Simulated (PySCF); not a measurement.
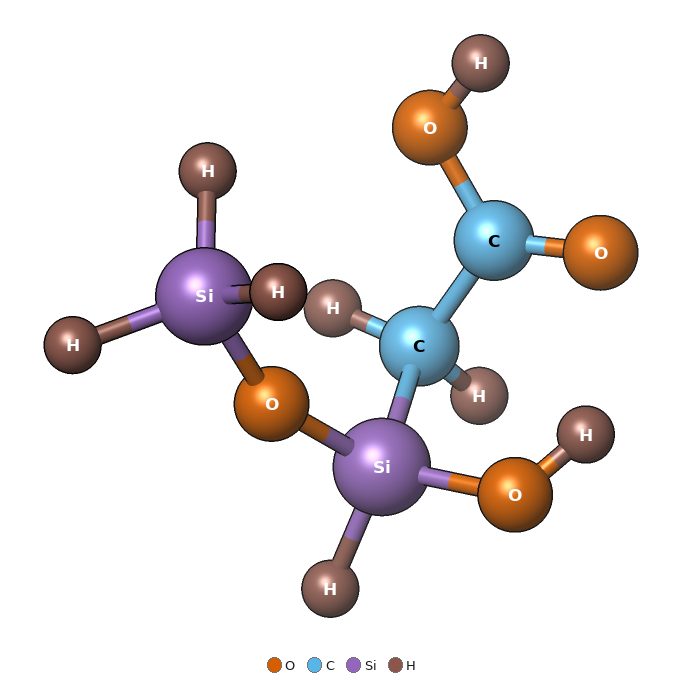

The computed structure is the end point of a GFN2-xTB optimisation. No frequency run is at hand to confirm it as a minimum. Method: PBE0/pcSseg-1, gas phase (PySCF 2.14.0).

What does the calculation give?

The species is C2H8O4Si2 (`O=C(O)C[Si@@H](O)O[SiH3]`).
- dipole moment: 2.41 D
- HOMO energy (Kohn–Sham orbital): −8.34 eV
- LUMO energy (Kohn–Sham orbital): −0.16 eV
- HOMO–LUMO gap: 8.18 eV

The geometry is semi-empirical. Around Si such bond lengths and angles can be off by a tenth of an ångström or more and by several degrees, and values that hang on the shape move with them.
